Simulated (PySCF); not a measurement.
## CH₅InO₂: energy and gradient calculation

System: CH₅InO₂, SMILES O[CH2][InH][OH].
Method: PBE0/def2-SVP, RKS, core potentials def2-svp (PySCF 2.14.0).

The geometry comes from this level: GFN2-xTB. Figures and captions count atoms from 1; the log counts them from 0 in places.

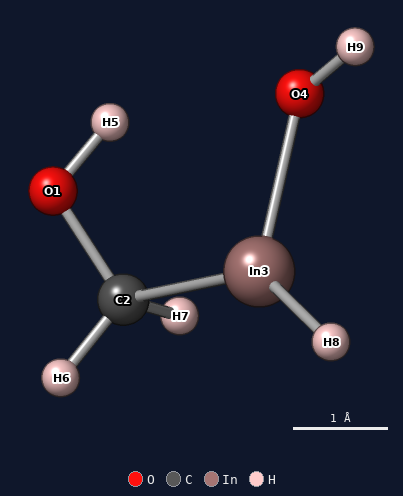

*The structure (ball-and-stick view, seen at a tilt; atoms are numbered from 1 in the order of the input). Sticks mark near contacts.*

## The input (job.py)
```python
from pyscf import gto, dft

system = gto.M(
    atom='mol.xyz',
    ecp={'In': 'def2-svp'},
    charge=0,
    basis='def2-svp',
    verbose=3,
    max_memory=1860,
)

myscf = dft.RKS(system)
myscf.xc = 'pbe0'
myscf.conv_tol = 1e-10
myscf.grids.level = 5
myscf.kernel()
if not myscf.converged:
    myscf = myscf.newton().run(myscf.mo_coeff, myscf.mo_occ)

etot = myscf.e_tot
print('Final energy', etot)
grad = myscf.nuc_grad_method().kernel()
dip = myscf.dip_moment()
pop, q = myscf.mulliken_pop()
```

## File mol.xyz
```
9
CH5InO2
O      1.182570     1.373870    -0.162240
C      0.071660     1.195870     0.645540
In    -0.457470    -1.025170     0.501130
O     -0.096040    -1.291250    -1.421500
H      0.933770     1.122930    -1.063370
H      0.334940     1.470080     1.665790
H     -0.802880     1.757040     0.300020
H     -0.966740    -2.474860     1.402180
H     -0.199810    -2.128510    -1.867550
```

Launch command:
```bash
OMP_NUM_THREADS=1 python job.py
```

## What the program printed
```
converged SCF energy = -381.300975102332
Final energy -381.3009751023318
--------------- RKS gradients ---------------
         x                y                z
0 O    -0.0046343974    -0.0021637715     0.0083612338
1 C     0.0022961202     0.0240182664     0.0054304249
2 In     0.0042462234    -0.0061429746    -0.0223053091
3 O    -0.0049419826    -0.0088072411     0.0143043007
4 H    -0.0024464243     0.0007980976    -0.0024524420
5 H     0.0013009903    -0.0022924537    -0.0060468132
6 H     0.0059539785    -0.0047634812    -0.0022387125
7 H    -0.0027750910    -0.0078531193     0.0044571025
8 H     0.0010025119     0.0072126566     0.0004957705
----------------------------------------------
Dipole moment(X, Y, Z, Debye): -1.48497, -0.66222,  0.47806
 ** Mulliken pop  **
pop of  0 O 1s            1.98884
pop of  0 O 2s            1.07326
pop of  0 O 3s            0.67826
pop of  0 O 2px           0.94253
pop of  0 O 2py           1.09915
pop of  0 O 2pz           0.82678
pop of  0 O 3px           0.57710
pop of  0 O 3py           0.72889
pop of  0 O 3pz           0.39017
pop of  0 O 3dxy          0.00249
pop of  0 O 3dyz          0.00151
pop of  0 O 3dz^2         0.00288
pop of  0 O 3dxz          0.00426
pop of  0 O 3dx2-y2       0.00299
pop of  1 C 1s            1.98593
pop of  1 C 2s            0.90340
pop of  1 C 3s            0.24168
pop of  1 C 2px           0.64523
pop of  1 C 2py           0.65877
pop of  1 C 2pz           0.69200
pop of  1 C 3px           0.19038
pop of  1 C 3py           0.41699
pop of  1 C 3pz           0.25854
pop of  1 C 3dxy          0.01232
pop of  1 C 3dyz          0.00589
pop of  1 C 3dz^2         0.01217
pop of  1 C 3dxz          0.01511
pop of  1 C 3dx2-y2       0.00902
pop of  2 In 4s           2.60101
pop of  2 In 5s          -0.60049
pop of  2 In 6s           0.92210
pop of  2 In 7s           0.26835
pop of  2 In 4px          1.08231
pop of  2 In 4py          1.06918
pop of  2 In 4pz          1.07313
pop of  2 In 5px          0.91686
pop of  2 In 5py          0.93491
pop of  2 In 5pz          0.92980
pop of  2 In 6px          0.11483
pop of  2 In 6py          0.48545
pop of  2 In 6pz          0.32171
pop of  2 In 7px          0.06824
pop of  2 In 7py          0.11631
pop of  2 In 7pz          0.04968
pop of  2 In 4dxy         1.92540
pop of  2 In 4dyz         1.92985
pop of  2 In 4dz^2        1.93126
pop of  2 In 4dxz         1.93219
pop of  2 In 4dx2-y2      1.92081
pop of  2 In 5dxy         0.08770
pop of  2 In 5dyz         0.11572
pop of  2 In 5dz^2        0.09801
pop of  2 In 5dxz         0.09743
pop of  2 In 5dx2-y2      0.08811
pop of  3 O 1s            1.98902
pop of  3 O 2s            1.05842
pop of  3 O 3s            0.70918
pop of  3 O 2px           1.02077
pop of  3 O 2py           0.89627
pop of  3 O 2pz           0.91537
pop of  3 O 3px           0.78340
pop of  3 O 3py           0.54360
pop of  3 O 3pz           0.61652
pop of  3 O 3dxy          0.00062
pop of  3 O 3dyz          0.00177
pop of  3 O 3dz^2         0.00129
pop of  3 O 3dxz          0.00046
pop of  3 O 3dx2-y2       0.00212
pop of  4 H 1s            0.67665
pop of  4 H 2s            0.05535
pop of  4 H 2px           0.01566
pop of  4 H 2py           0.02004
pop of  4 H 2pz           0.03403
pop of  5 H 1s            0.74519
pop of  5 H 2s            0.16627
pop of  5 H 2px           0.00350
pop of  5 H 2py           0.00695
pop of  5 H 2pz           0.01313
pop of  6 H 1s            0.74801
pop of  6 H 2s            0.17197
pop of  6 H 2px           0.01053
pop of  6 H 2py           0.00871
pop of  6 H 2pz           0.00466
pop of  7 H 1s            0.64523
pop of  7 H 2s            0.46002
pop of  7 H 2px           0.00082
pop of  7 H 2py           0.00400
pop of  7 H 2pz           0.00183
pop of  8 H 1s            0.68583
pop of  8 H 2s            0.06602
pop of  8 H 2px           0.01877
pop of  8 H 2py           0.03114
pop of  8 H 2pz           0.02048
 ** Mulliken atomic charges  **
charge of    0O =     -0.31910
charge of    1C =     -0.04744
charge of    2In =      0.52015
charge of    3O =     -0.53882
charge of    4H =      0.19827
charge of    5H =      0.06496
charge of    6H =      0.05612
charge of    7H =     -0.11191
charge of    8H =      0.17775
```

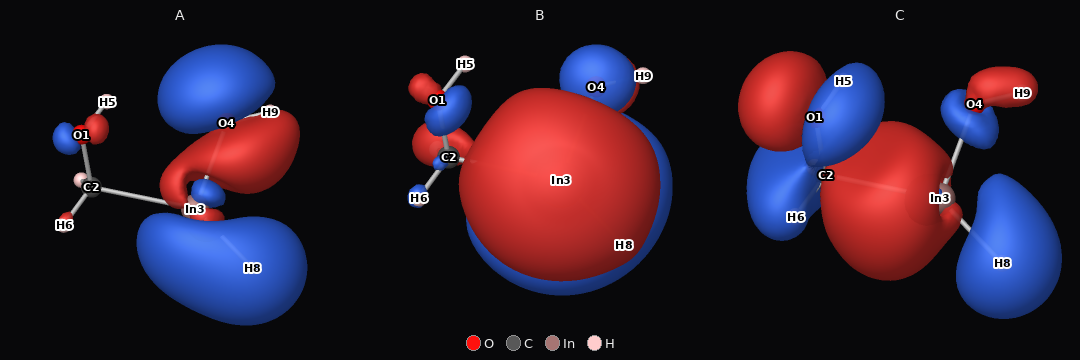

*Three frontier orbitals at ±0.06 Å⁻³ᐟ² (red and blue are the two phases).*

A is the HOMO−1 (−7.93 eV). C is the HOMO (−6.34 eV). By Hirshfeld shares it lies mainly on O1 (35 %), C2 (25 %), In3 (20 %) and H8 (10 %). B is the LUMO (−1.05 eV). By Hirshfeld shares it lies mainly on In3 (80 %). The HOMO–LUMO gap is 5.29 eV between the orbital energies.

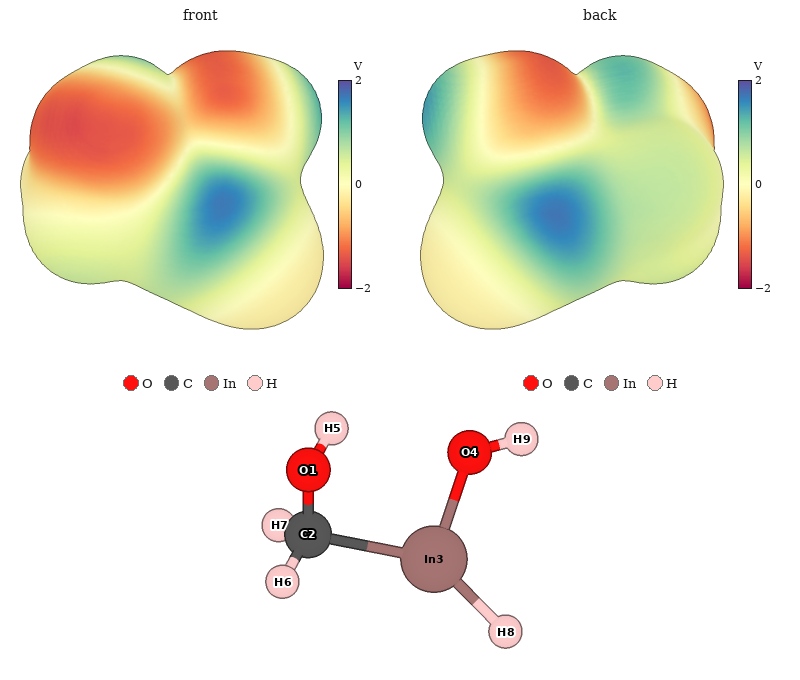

*The electrostatic potential painted on the density surface at 0.001 e/bohr³, seen at a tilt and from behind; the colour scale runs from red (negative) to blue (positive). The bare structure is drawn below in the same view.*

A positive charge is drawn to the negative regions and a negative charge to the positive ones.

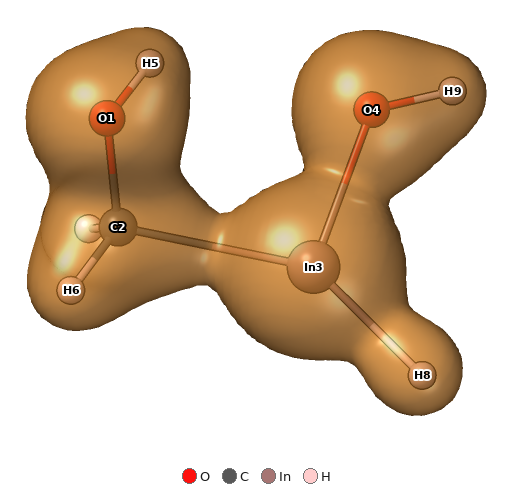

*Isosurface of the total electron density at 0.4 e/Å³ (orange), seen face on.*

At this value the surface is in one piece. On the grid the lowest density along these lines, outside the cores, is 1.8 e/Å³ (C–O, 1.39 Å), 0.7 e/Å³ (In–O, 1.97 Å), 0.53 e/Å³ (C–In, 2.29 Å) and 2.4 e/Å³ (O–H, 0.95 Å).

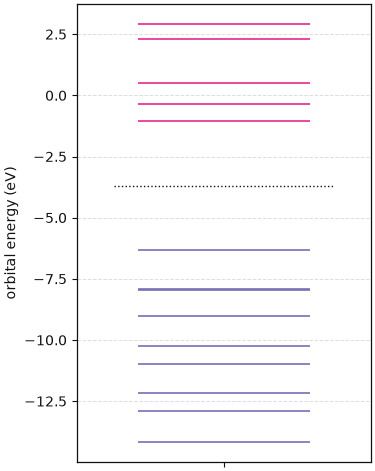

*Orbital energies near the frontier; the dotted line parts filled from empty levels, and levels within 0.02 eV of each other stand side by side.*

Highest filled −6.34 eV, lowest empty −1.05 eV, 5.29 eV apart.

## Summary

| quantity | value |
| --- | --- |
| outcome | converged |
| total energy | −381.300975 hartree |
| basis functions | 93 |
| largest force | 1.272 eV/Å |
| HOMO | −6.34 eV |
| LUMO | −1.05 eV |
| dipole moment | 1.69 D |
| hardware | 1 thread of Intel Xeon @ 2.50GHz (Skylake/Cascade Lake), 189 GiB of memory available, shared host |
| wall time | 71 s |
| peak memory | 0.92 GiB |
